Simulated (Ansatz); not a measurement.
**SiPH2 (quartet): inputs that go wrong at a displaced geometry (v2)**

3 inputs are run for SiPH2 (quartet) as typed; the log has to tell whether the result can be used and what must change.

Method: the settings change from run to run; program: Ansatz 0.2.0, Gaussian basis.

24 further runs of the same task are left out: 8 that didn't finish, 16 set aside as unsound or not needed.

### Step 1. What is computed

The geometry is a PBE0/def2-TZVP stationary point (not a proven minimum) with its atoms shifted at random (size 0.100 Å).

4 atoms, charge 0, spin multiplicity 4.

Atoms are counted from 1 here; the program's logs count them from 0.

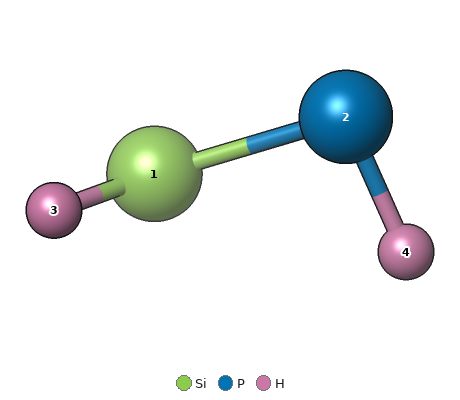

The structure; silicon green, phosphorus blue, hydrogen pink; atoms are numbered from 1 in the order of the file.

### Step 2. Try 1

in.yaml reads:

```yaml
crystal:
  periodic: [false, false, false]
  atoms:
    - {symbol: Si, position_ang: [0.025162, -0.085883, 1.172937]}
    - {symbol: P, position_ang: [-0.079386, 0.096295, -1.082923]}
    - {symbol: H, position_ang: [0.992077, 0.664671, 1.907387]}
    - {symbol: H, position_ang: [0.746319, -1.230741, -1.312422]}
basis:
  gaussian: {orbitals: def2-mTZVP}
magnetization: {spin_polarized: false, initial_magnetization: 3}
correlation: {method: sc_nevpt2, electrons: outside_noble_gas, active_space: {window: {electrons: 3, orbitals: 4}}}
scf: {lower_state_search: off}
output: {forces: true}
```

Run with:

```console
$ ansatz run in.yaml --threads 1 --pin off --events-out ev --progress --plain --max-ram 2393MiB
```

What it wrote:

```text
Functional definition: HF
  name "HF"
  cite "Fock, Z. Phys. 61, 126 (1930) doi:10.1007/BF01340294"
  parent pbe
  exchange = exact_x
  correlation = 0
these checks for a lower state are left out or cut short: stability, starts, cluster_reference, orbital_swaps, neighbouring_geometries, increment
428 factors; integrals over basis functions are off by at most 9.7e-4 eV
mean field evaluation 1: about -17161.7902 eV, gradient 9.2e0 eV
mean field evaluation 2: about -17161.7928 eV, gradient 9.2e0 eV
mean field evaluation 4: about -17162.8970 eV, gradient 1.4e0 eV
mean field evaluation 8: about -17162.9381 eV, gradient 4.9e-3 eV
mean field -17162.93811564 eV, -630.7263422924 hartree, gradient 3.9e-6 eV, S^2 3.750000; 0 other end points of the search recorded, 0 dependent functions left out
reference -17162.93811564 eV, -630.7263422924 hartree; 17, 14 occupied and 33, 36 virtual orbitals, 428 factors
state -17162.93811564 eV, -630.7263422924 hartree
state -17162.93811564 eV, -630.7263422924 hartree; corrected -17166.87881787 eV, -630.8711604284 hartree
WARN: 1 active orbitals are nearly empty or full. The corrections depend on them more than the energy does, and are more stable in an active space without them
the calculation of the forces begins
Error: an active orbital is full or empty, and SC-NEVPT2 has no forces then: leave it out of the active space
```

Wall time 0.72 s (1 thread of Arm Neoverse V1, shared host).

**Diagnosis.** The run stopped with an error. It says: «an active orbital is full or empty, and SC-NEVPT2 has no forces then: leave it out of the active space». Cure: drop the forces, or choose an active space whose orbitals are all partly filled.

### Step 3. Try 2

in.yaml reads:

```yaml
crystal:
  periodic: [false, false, false]
  atoms:
    - {symbol: Si, position_ang: [0.025162, -0.085883, 1.172937]}
    - {symbol: P, position_ang: [-0.079386, 0.096295, -1.082923]}
    - {symbol: H, position_ang: [0.992077, 0.664671, 1.907387]}
    - {symbol: H, position_ang: [0.746319, -1.230741, -1.312422]}
basis:
  gaussian: {orbitals: cc-pVDZ, fitting: {mean_field: def2-universal-jkfit}, point_charges: [{charge: 1.00, position_ang: [3.569, -0.320, -0.326]}]}
magnetization: {spin_polarized: false, initial_magnetization: 3}
correlation: {active_space: {window: {electrons: 5, orbitals: 5}, places: [1, 2]}}
```

The command is unchanged.

What it wrote:

```text
Error: invalid value for `correlation.active_space`: name one of window, places and ras
```

Wall time 0.03 s (1 thread of Arm Neoverse V1, shared host).

Diagnosis: The run was refused. The active space is defined twice. Cure: keep one definition.

### Step 4. Try 3

in.yaml reads:

```yaml
crystal:
  periodic: [false, false, false]
  atoms:
    - {symbol: Si, position_ang: [0.025162, -0.085883, 1.172937]}
    - {symbol: P, position_ang: [-0.079386, 0.096295, -1.082923]}
    - {symbol: H, position_ang: [0.992077, 0.664671, 1.907387]}
    - {symbol: H, position_ang: [0.746319, -1.230741, -1.312422]}
basis:
  gaussian: {orbitals: cc-pVDZ}
magnetization: {spin_polarized: true, initial_magnetization: 9}
correlation: {method: ccsd_t, electrons: outside_noble_gas}
scf: {omitted_lower_state_checks: [cluster_reference]}
output: {forces: true}
```

Launched as before.

What it wrote, cut to the lines that bear on the results:

```text
Functional definition: HF
  name "HF"
  cite "Fock, Z. Phys. 61, 126 (1930) doi:10.1007/BF01340294"
  parent pbe
[...]
465 factors; integrals over basis functions are off by at most 9.7e-4 eV
[...]
a density is far from that of the atoms, so the factors are made again for it
514 factors; integrals over basis functions are off by at most 9.9e-4 eV
[...]
mean field -17142.89765585 eV, -629.9898689792 hartree, gradient 1.1e-6 eV, S^2 24.753408; 1 other end points of the search recorded, 0 dependent functions left out
10 core orbitals not correlated: weight in the atoms' cores, before any rotation towards them, 1.000 or more for the frozen orbitals, at most 0.000 for the correlated occupied ones
reference -17142.89765585 eV, -629.9898689792 hartree; 10, 1 occupied and 26, 35 virtual orbitals, 514 factors
second order -2.66260401 eV of doubles, -0.00000000 eV of singles
cycle   1  -3.15061025 eV  change   -4.9e-1 eV  update   5.5e-2
[...]
cycle  12  -3.32086615 eV  change    4.0e-7 eV  update   7.2e-7
perturbative correction -0.07293193 eV, -0.0026801990 hartree
[...]
Total energy: -17146.29145394 eV, -630.1145887584 hartree
Atom 0 at     0.025162    -0.085883     1.172937 Å, force    -6.736956    -6.514809     1.507997 eV/Å
Atom 1 at    -0.079386     0.096295    -1.082923 Å, force    -3.837755     6.269998    -6.554201 eV/Å
Atom 2 at     0.992077     0.664671     1.907387 Å, force     7.234643     5.639220     5.474137 eV/Å
Atom 3 at     0.746319    -1.230741    -1.312422 Å, force     3.340068    -5.394410    -0.427932 eV/Å
Dipole moment:     0.195742     0.335097    -0.280863 e Å
Checks for a lower state left out: cluster_reference
```

Run time: 3.3 s. Hardware: 1 thread of Arm Neoverse V1, shared host.

What is wrong: The run converged, which proves nothing about the input. Far too many unpaired electrons are asked for. Its energy belongs to the state of multiplicity 10, not to the quartet that was meant. To mend it, set initial_magnetization to that of the wanted state.

### Step 5. How the runs ended

| try | level | ended | cause | time |
| --- | --- | --- | --- | --- |
| 1 | NEVPT2(3,4)/def2-mTZVP | stopped by an error | an active orbital is full or empty, and SC-NEVPT2 has no forces then: leave it out of the active space | 0.72 s |
| 2 | CASSCF(5,5)/cc-pVDZ | refused | the active space is defined twice | 0.03 s |
| 3 | CCSD(T) on UHF/cc-pVDZ | converged | far too many unpaired electrons are asked for | 3.3 s |

1 stopped by an error, 1 refused, 1 converged. The input that converges on a wrong geometry or spin is the dangerous one: no error points at it, so geometry and ⟨S²⟩ have to be checked.
